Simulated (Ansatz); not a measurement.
# Run report: CH$_{9}$NOSSi$_{2}$, nudged elastic band (part 2 of 2)

CH$_{9}$NOSSi$_{2}$; RKS CAM-B3LYP-D4/STO-3G (Ansatz 0.2.0). The run did not end well. It belongs to a series of runs on one base structure; here: band between the two ends.

Geometry of the input (Å):
```
N  1.6765  -0.6765  -0.5924
C  0.4224  -1.4471  -0.2090
Si -0.9367  -0.2947  -0.8565
O  -0.1791  0.3772  -2.2259
Si -1.3332  1.1966  0.8011
S  0.5589  1.5493  1.7119
H  1.8497  0.0114  0.1883
H  2.4953  -1.3346  -0.5427
H  0.4366  -2.3974  -0.7585
H  0.3789  -1.6795  0.8667
H  -2.1414  -0.9987  -1.2257
H  0.7981  0.1784  -1.9586
H  -1.9022  2.4400  0.3418
H  -2.2489  0.6768  1.7889
H  0.1033  2.3480  2.6998
```

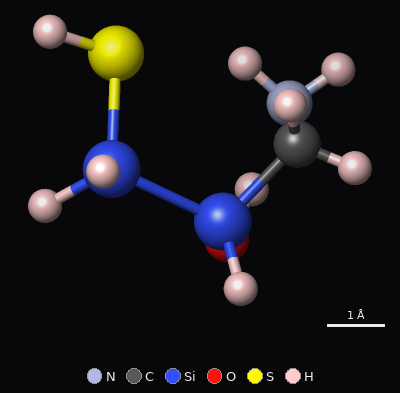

*The structure as given in the input (ball-and-stick view, seen at a tilt).*

```
Unfinished report: {"positions_ang":[[1.653632918127624,-2.184052484045833,-0.4401566815420082],[1.297071013776915,-0.8456116624829744,-0.02533432865119521],[-0.3610999119993229,-0.29635403270743504,-0.1994897421013237],[0.3670547300804234,0.5920431926149621,-1.7934619183617633],[-1.3526668450200436,1.446847545570771,0.8260167392662503],[-0.7757022289090305,1.5258857223063504,2.874063408043909],[1.240101478064539,0.2554076838813759,-1.3531809256131215],[1.2150042412087458,-2.9850032000343725,0.05355954673358091],[1.8727134307123348,-0.49273397315613143,0.8383985779916371],[1.587791322235481,-2.3127171734782,-1.434556488133156],[-1.3110485074546694,-1.103551436564515,-0.9321914102372306],[0.17612615219698585,0.03291035616700182,-2.622978532322102],[-1.0561113810100156,2.7004393849712938,0.17293368574657428],[-2.786659665398393,1.2981425450168862,0.7732901215497597],[-1.7880057466115737,2.317747511940819,3.2922869576301896]],"unchecked":["starts","cluster_reference","orbital_swaps","neighbouring_geometries","increment"],"mean_field":{"relativity":"none","state":{"energy":{"ev":-30940.252845928888,"hartree":-1137.0333200312668},"converged":true,"gradient_ev":0.000012331731686626155,"stability":{"kind":"minimum","curvature_ev":32.58924552994487},"curvature_floor_ev":0.00030000000000000003,"spin_squared":0.0},"others":[],"fillings":{"estimated":0,"unestimated":0,"tried":0,"untried":0,"excluded_magnetic_sites":0},"n_dropped_functions":0,"n_trapped_functions":0,"passes":{"evaluations":4,"products":24},"factors":{"origin":"Cholesky decomposition","count":716,"bound_ev":0.00003521181707178774},"gradient_stop_ev":0.00009,"reference_kind":"stationary","functional":{"name":"CAM-B3LYP","citations":["Yanai, Tew & Handy, Chem. Phys. Lett. 393, 51 (2004) doi:10.1016/j.cplett.2004.06.011","Iikura, Tsuneda, Yanai & Hirao, J. Chem. Phys. 115, 3540 (2001) doi:10.1063/1.1383587","Becke, Phys. Rev. A 38, 3098 (1988) doi:10.1103/PhysRevA.38.3098","Lee, Yang & Parr, Phys. Rev. B 37, 785 (1988) doi:10.1103/PhysRevB.37.785","Vosko, Wilk & Nusair, Can. J. Phys. 58, 1200 (1980) doi:10.1139/p80-159"],"text":"name \"CAM-B3LYP\"\ncite \"Yanai, Tew & Handy, Chem. Phys. Lett. 393, 51 (2004) doi:10.1016/j.cplett.2004.06.011\"\ncite \"Iikura, Tsuneda, Yanai & Hirao, J. Chem. Phys. 115, 3540 (2001) doi:10.1063/1.1383587\"\ncite \"Becke, Phys. Rev. A 38, 3098 (1988) doi:10.1103/PhysRevA.38.3098\"\ncite \"Lee, Yang & Parr, Phys. Rev. B 37, 785 (1988) doi:10.1103/PhysRevB.37.785\"\ncite \"Vosko, Wilk & Nusair, Can. J. Phys. 58, 1200 (1980) doi:10.1139/p80-159\"\nparameter alpha = 0.19\nparameter beta = 0.46\nparameter omega = 0.33/bohr\nparameter ac = 0.81\n# Exact exchange under (alpha + beta erf(omega r))/r, Becke's under what is left of 1/r.\nexchange = (1 - alpha - beta)*b88_x + beta*b88_x_sr(omega) + alpha*exact_x + beta*exact_x_lr(omega)\ncorrelation = (1 - ac)*vwn5_c + ac*lyp_c\n","parameters":{"ac":{"value":0.81,"default":0.81},"alpha":{"value":0.19,"default":0.19},"beta":{"value":0.46,"default":0.46},"omega":{"value":0.33,"default":0.33,"unit":"/bohr"}},"final_grid":{"core_spheres":13.0,"valence_spheres":11.0,"degree":36.0},"final_grid_parameter_source":"default","radial_points_factor":1.0,"radial_grid_error_ev":3.761455755150831e-7,"grid_sensitivity":"normal","grid_sensitivity_ratio":0.001105456905326488},"unsmoothed_excess_ev":-0.00011842326598401154,"symmetry":{"irreps":["A"],"axes":[[0.9718757139556486,-0.028413744243626728,0.23377394157873171],[0.009089810525321061,0.9964808350699992,0.0833265904907375],[-0.235318872952877,-0.0788581287899673,0.9687137985782659]],"occupied":[{"A":37},{"A":37}]},"held":{"pivots":704,"left_out":0,"joined":12},"density_repulsion":{"missed_ev":0.000015153370118405422,"excess_ev":1.8178830510205467e-6,"most_excess_ev":0.0001998,"are_drawn_again":false,"n_first_factors":716,"energy_change_ev":0.0,"n_dropped_ends":0}},"factors":{"origin":"Cholesky decomposition","count":716,"bound_ev":0.00003521181707178774},"n_frozen":0,"n_occupied":[37,37],"n_virtual":[14,14],"reference":{"ev":-30940.252845928888,"hartree":-1137.0333200312668},"dispersion":{"energy":{"ev":-0.34839937314370795,"hartree":-0.012803440809454364},"switches_in_reach":[]},"total":{"ev":-30940.60124530203,"hartree":-1137.0461234720763},"forces_ev_per_angstrom":[[1.2656228016246573,-0.06091353027029803,1.4706140722203864],[0.5959369331955894,0.7357326043463446,0.22841926690336078],[-0.9028130345021489,0.7930515943000102,-0.7555479425558127],[-2.8863660591808133,1.1671437779928109,-0.36473950308882475],[-0.17767161417875157,0.15867608495961322,0.2430940587750824],[0.199910878740496,-0.12324170025469938,0.1091434378276753],[2.2977326448624256,-1.7403263358267567,0.9989204180364488],[-0.21573752049164058,-0.13980553528646864,0.05585137829349825],[-0.08404522166058978,-0.11569540244862353,0.06212735857016719],[-0.3807091069293424,-0.6010336454373713,-1.8635945701331593],[-0.03551106330923058,-0.04803462104124214,0.049982564904816146],[0.35133964079122526,0.0025565894538124787,0.09826358840753947],[0.02713773923318996,-0.027569494775182724,-0.04117456071433099],[-0.007919652111610071,-0.025260300359394756,-0.08920257346569191],[-0.046907366085117974,0.02471991464761771,-0.20215699397392956]],"charge_distribution":{"dipole_moment_e_ang":[-0.6445050159626238,0.11132680594588004,-0.5648466550926569],"mulliken_charges_e":[-0.42139869221283455,-0.34396354854685907,0.4967559783070712,-0.3085630929014016,0.3420750507678463,-0.08526044511534536,0.21854942468574134,0.1425925949581991,0.02503459554635823,0.14374072749287603,-0.14157534353790857,0.2006998630378114,-0.12022911551104531,-0.12510188259088895,-0.0233561143796297],"lowdin_charges_e":[-0.27727954228299545,-0.34523218168630354,0.44321605344669734,-0.203818780325415,0.3086561565049255,-0.04817329152225369,0.17965918647449253,0.09308404021814343,0.005182571523107415,0.09174338868274479,-0.1306419284620841,0.15338472794146119,-0.11492817969569447,-0.11848823910960138,-0.03636398170721522]},"n_threads":1,"memory_gib":1.7045454550534487,"seconds":{"hamiltonian":3.308590217,"orbitals":0.0,"second_order":0.0,"solver_start":0.0,"cycles":0.0,"cycle":0.0,"perturbative":0.0,"full_ci_increment":0.0,"forces":0.0}}
this run last wrote the band of iteration 53 to [file]
Error: NEB band did not converge after 53 iterations: max|band force component| = 2.77e0 eV/Å (threshold 5.0e-2); raise `neb.max_iterations` in a new run, which can start from the last band evaluated (`neb.initial_path`, with `crystal.atoms` and `neb.final_atoms` set to its first and last images), add images, or start from endpoints closer to local minima. Where this run's directory can be resumed (`checkpoint.write`), a resume goes on for up to `neb.max_iterations` more; to start a new run from the last band, take its images' positions from the `neb_iteration` event of iteration 53 (`data.images[].positions_ang`), in the event stream of the run that computed that iteration (not this run's, if it was resumed behind it). With `checkpoint.write`, `steps/00-neb/state/checkpoint.json` in the run directory holds the last saved band, under `neb.evaluated.images[].positions_ang` (a band under a hybrid functional on support functions is neither saved nor resumed: `neb.initial_path` says where its path is): check the last entry of `neb.iterations` there, which is earlier than 53 if that iteration was not saved or its write failed. If the band's step has no `state` directory and holds `state.next`, a write was cut short, and the file is under `state.next` instead (behind a loss of power it can be under `state.prev`)
this run wrote the band of iteration 53 to [file] as well, whether or not its events were kept: a new run's `neb.initial_path` can list its `images[].positions_ang`
a run's events are kept only if it was started with --events-out <file>, and are in that file
```

**The last band as extended XYZ (Å, eV, eV/Å)**
```
15
Properties=species:S:1:pos:R:3:forces:R:3 image=0 energy=-30944.75166
N     1.6765   -0.6765   -0.5924   -0.0056  -0.0159  -0.0017
C     0.4224   -1.4471   -0.2090    0.0075   0.0164  -0.0118
Si   -0.9367   -0.2947   -0.8565   -0.0026   0.0056   0.0030
O    -0.1791    0.3772   -2.2259   -0.0161   0.0061  -0.0053
Si   -1.3332    1.1966    0.8011   -0.0079   0.0006  -0.0072
S     0.5589    1.5493    1.7119    0.0089  -0.0005  -0.0005
H     1.8497    0.0114    0.1883    0.0069   0.0150   0.0110
H     2.4953   -1.3346   -0.5427    0.0122   0.0016  -0.0054
H     0.4366   -2.3974   -0.7585   -0.0025  -0.0170  -0.0093
H     0.3789   -1.6795    0.8667   -0.0078  -0.0058   0.0182
H    -2.1414   -0.9987   -1.2257   -0.0033  -0.0002   0.0036
H     0.7981    0.1784   -1.9586    0.0152  -0.0056   0.0050
H    -1.9022    2.4400    0.3418   -0.0023   0.0036  -0.0009
H    -2.2489    0.6768    1.7889    0.0016  -0.0012   0.0017
H     0.1033    2.3480    2.6998   -0.0043  -0.0027  -0.0005
15
Properties=species:S:1:pos:R:3:forces:R:3 image=1 energy=-30944.70549
N     1.7727   -1.1242   -1.0414   -0.0003  -0.0114  -0.0200
C     0.6588   -1.2265   -0.0108   -0.0071   0.0209   0.0192
Si   -0.7159   -0.1130   -0.7165    0.0056   0.0081  -0.0020
O     0.0884    0.6907   -1.9826   -0.0003   0.0069   0.0040
Si   -1.5232    1.2551    0.8905   -0.0035  -0.0085  -0.0120
S     0.0961    1.9336    2.0919   -0.0019   0.0016   0.0104
H     2.6930   -1.2582   -0.5519   -0.0017   0.0077  -0.0044
H     1.6930   -1.9604   -1.6736    0.0067  -0.0043   0.0073
H     0.3574   -2.2683    0.1753   -0.0010  -0.0070   0.0007
H     1.0426   -0.8184    0.9346    0.0009  -0.0056  -0.0083
H    -1.7964   -0.9352   -1.2183    0.0004  -0.0076   0.0030
H     1.0107    0.2323   -1.8873   -0.0018  -0.0056   0.0000
H    -2.2424    2.3779    0.3389    0.0044   0.0026   0.0005
H    -2.4705    0.5505    1.7220   -0.0008   0.0034  -0.0009
H    -0.6862    2.6138    2.9583    0.0003  -0.0012   0.0025
15
Properties=species:S:1:pos:R:3:forces:R:3 image=2 energy=-30944.50418
N     1.5868   -1.7108   -1.1203   -0.0123  -0.0278  -0.0436
C     0.8829   -1.0617    0.0550   -0.0115   0.0019   0.0624
Si   -0.6148   -0.1210   -0.6139   -0.0239  -0.0243  -0.0121
O    -0.1638    0.7190   -2.0370    0.0005   0.0303  -0.0252
Si   -1.3894    1.4047    0.8527    0.0009   0.0090   0.0116
S    -0.3455    1.1988    2.6943   -0.0011   0.0142   0.0057
H     2.1229   -0.9332   -1.5912    0.0309   0.0195   0.0083
H     2.3572   -2.3038   -0.7110    0.0212   0.0078   0.0017
H     0.5437   -1.8668    0.7233    0.0004   0.0250  -0.0241
H     1.5535   -0.4137    0.6482   -0.0212  -0.0189   0.0067
H    -1.6280   -1.1107   -0.9079    0.0023  -0.0069   0.0022
H     0.1192   -0.0220   -2.6744   -0.0059  -0.0245   0.0071
H    -1.2260    2.7424    0.3381    0.0056   0.0034  -0.0001
H    -2.8047    1.2261    1.0703    0.0030  -0.0004  -0.0033
H    -1.0158    2.2020    3.3029    0.0110  -0.0083   0.0028
15
Properties=species:S:1:pos:R:3:forces:R:3 image=3 energy=-30943.53835
N     0.8504   -2.2518   -0.6602   -0.7536  -0.1822  -0.2000
C     1.2616   -0.9453   -0.0181    0.0563   0.0843   0.2189
Si   -0.2621    0.0762   -0.4913    0.1236   0.3420  -0.2557
O     0.2890    0.9764   -1.8495   -0.2330   0.2953  -0.1614
Si   -1.2901    1.5365    0.8792    0.0646   0.0575   0.0463
S    -0.8471    1.3068    2.9469    0.0369  -0.0230  -0.0319
H     1.0650   -1.8507   -1.6239   -0.2605  -2.0730  -0.3757
H     1.5933   -2.9695   -0.4569    0.5179   0.0458  -0.3304
H     1.5711   -0.9830    1.0340   -0.2235  -0.2804   0.0416
H     2.1241   -0.7177   -0.6531    0.5338   1.5256   0.8073
H    -1.2427   -0.8900   -0.9439    0.0557   0.0553   0.1370
H     0.3775    0.2738   -2.5824    0.0050   0.0474   0.0376
H    -0.9527    2.8591    0.4186   -0.0206   0.1224   0.0875
H    -2.7150    1.3955    0.6919    0.0491   0.0035  -0.0156
H    -1.8442    2.1332    3.3380    0.0483  -0.0204  -0.0053
15
Properties=species:S:1:pos:R:3:forces:R:3 image=4 energy=-30940.60113
N     1.6536   -2.1841   -0.4402    1.2656  -0.0609   1.4706
C     1.2971   -0.8456   -0.0253    0.5959   0.7357   0.2284
Si   -0.3611   -0.2964   -0.1995   -0.9028   0.7931  -0.7555
O     0.3671    0.5920   -1.7935   -2.8864   1.1671  -0.3647
Si   -1.3527    1.4468    0.8260   -0.1777   0.1587   0.2431
S    -0.7757    1.5259    2.8741    0.1999  -0.1232   0.1091
H     1.2401    0.2554   -1.3532    2.2977  -1.7403   0.9989
H     1.2150   -2.9850    0.0536   -0.2157  -0.1398   0.0559
H     1.8727   -0.4927    0.8384   -0.0840  -0.1157   0.0621
H     1.5878   -2.3127   -1.4346   -0.3807  -0.6010  -1.8636
H    -1.3110   -1.1036   -0.9322   -0.0355  -0.0480   0.0500
H     0.1761    0.0329   -2.6230    0.3513   0.0026   0.0983
H    -1.0561    2.7004    0.1729    0.0271  -0.0276  -0.0412
H    -2.7867    1.2981    0.7733   -0.0079  -0.0253  -0.0892
H    -1.7880    2.3177    3.2923   -0.0469   0.0247  -0.2022
15
Properties=species:S:1:pos:R:3:forces:R:3 image=5 energy=-30941.50456
N     1.5186   -1.7051   -0.8862    0.0443   0.0589  -0.0861
C     0.8178   -1.1144    0.3041   -0.1006  -0.0222   0.0851
Si   -0.4454   -0.1139   -0.2869    0.0044   0.0205  -0.0313
O     0.4804    0.2223   -1.8592    0.0114  -0.0521  -0.0091
Si   -1.2742    1.5613    0.9732   -0.0191   0.0231  -0.0087
S    -0.4978    1.5179    2.9526    0.0092  -0.0071   0.0218
H     1.1378   -0.7419   -1.6605    0.0024  -0.1351  -0.0209
H     2.5550   -1.7530   -0.7446    0.1771   0.1614  -0.0768
H     1.2096   -1.3486    1.2789   -0.0644  -0.0987   0.0711
H     1.2489   -2.6972   -1.1505   -0.0407  -0.0375   0.0521
H    -1.5805   -0.6342   -1.0474   -0.0226   0.0440  -0.0205
H    -0.1169   -0.0052   -2.6463   -0.0155   0.0032  -0.0035
H    -0.9929    2.8393    0.3616   -0.0003   0.0136   0.0163
H    -2.7149    1.4772    1.0261   -0.0034   0.0167   0.0115
H    -1.3672    2.4449    3.4143    0.0178   0.0113  -0.0009
15
Properties=species:S:1:pos:R:3:forces:R:3 image=6 energy=-30941.56347
N     1.4907   -1.7186   -0.8364    0.0025   0.0002  -0.0009
C     0.4386   -1.4368    0.1894   -0.0030   0.0144  -0.0157
Si   -0.5503   -0.1386   -0.3820   -0.0011  -0.0140   0.0041
O     0.7181    0.4102   -1.5681    0.0016   0.0077  -0.0052
Si   -1.4055    1.3387    1.1066    0.0051   0.0054   0.0073
S     0.1418    2.2418    2.2548    0.0006   0.0008   0.0041
H     1.3042   -0.6488   -1.4540   -0.0029  -0.0042   0.0050
H     2.4657   -1.7350   -0.4386   -0.0037  -0.0019  -0.0009
H     0.4405   -2.0387    1.0826    0.0036  -0.0063   0.0090
H     1.4080   -2.6248   -1.3847   -0.0004   0.0051   0.0047
H    -1.5699   -0.2530   -1.4270   -0.0050  -0.0018  -0.0020
H     0.3005    0.4406   -2.4898    0.0045  -0.0011  -0.0046
H    -2.1598    2.3740    0.4389    0.0013  -0.0027  -0.0043
H    -2.3469    0.6932    1.9920   -0.0030   0.0003  -0.0004
H    -0.6977    3.0452    2.9454    0.0001  -0.0018   0.0000
```

**What the run reported**

```tsv
quantity	value
outcome	not converged
barrier, forward (band not converged)	4.151 eV
barrier, backward	0.962 eV
hardware	1 thread of Intel Xeon (Sapphire Rapids), 64 GiB of memory available, shared host
wall time	15 min
peak memory	0.24 GiB
```

**What went wrong**

The run did not converge: “NEB band did not converge after 53 iterations: max|band force component| = 2.77e0 eV/Å (threshold 5.0e-2); raise `neb.max_iterations` in a new run, which can start from the last band evaluated (`neb.initial_path`, with `crystal.atoms` and `neb.final_atoms` set to its first and last images), add images, or start from endpoints closer to local minima …” Its last values are not results.
